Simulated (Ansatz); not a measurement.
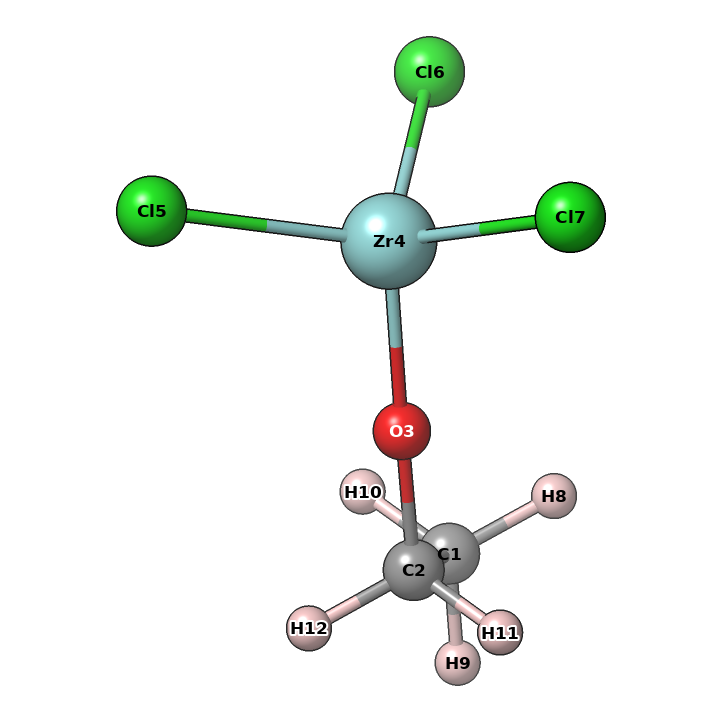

C1 lies behind C2. The molecule seen a little off the C2–C1 bond, C2 in front. Depth is shown by fading: the farther an atom, the more it takes the colour of the background. Charge 0, singlet. Computed geometry: PBE0-D4/def2-TZVP optimisation. No frequency run is at hand to confirm it as a minimum.

What is the torsion angle O3–C2–C1–H8? The sign is positive where the front bond must turn clockwise to cover the back bond.

Answer. 60°, synclinal (gauche). The bonds about C2–C1 are staggered.
